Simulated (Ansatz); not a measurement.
# CH5BClNO: the cost of one run

All numbers below are computed with Ansatz 0.2.0 (RKS CAM-B3LYP-D4/def2-SVP).

### 1 The starting structure

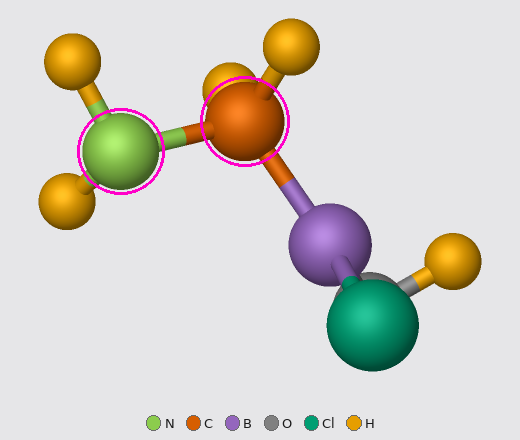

Start, viewed from a free direction; nitrogen green, carbon orange, boron purple, oxygen grey, chlorine teal, hydrogen amber. Ringed: N1, C2.

As a file:

```xyz
10

N     0.1372    1.1711    1.0329
C    -0.5662    0.1920    0.2076
B     0.4459   -0.4326   -0.8332
O     0.8607   -1.8503   -0.7732
Cl    1.2968    0.6285   -2.0988
H     0.7320    0.7557    1.6940
H    -0.6229    1.6836    1.6011
H    -0.9389   -0.5885    0.8530
H    -1.3899    0.6689   -0.3273
H     0.1285   -2.2796   -1.3532
```

### 2 Relaxing end A

The input, input.yaml:

```yaml
crystal:
  periodic: [false, false, false]
  atoms:
    - { symbol: "N", position_ang: [0.1372, 1.1711, 1.0329] }
    - { symbol: C, position_ang: [-0.5662, 0.192, 0.2076] }
    - { symbol: B, position_ang: [0.4459, -0.4326, -0.8332] }
    - { symbol: O, position_ang: [0.8607, -1.8503, -0.7732] }
    - { symbol: Cl, position_ang: [1.2968, 0.6285, -2.0988] }
    - { symbol: H, position_ang: [0.732, 0.7557, 1.694] }
    - { symbol: H, position_ang: [-0.6229, 1.6836, 1.6011] }
    - { symbol: H, position_ang: [-0.9389, -0.5885, 0.853] }
    - { symbol: H, position_ang: [-1.3899, 0.6689, -0.3273] }
    - { symbol: H, position_ang: [0.1285, -2.2796, -1.3532] }
basis:
  gaussian: { orbitals: def2-SVP }
hamiltonian:
  xc: cam_b3lyp
  dispersion: d4
relax:
  f_tol: 0.015
  max_steps: 40
```

Launch:

```console
ansatz run input.yaml --threads 2 --pin off --max-ram 3072MiB --backend cpu --events-out ev --progress --plain --runs-dir out
```

Q: Estimate wall time and peak memory on 2 threads of Arm Neoverse V2, shared host.

About 64 s, with a peak of 0.24 GiB.
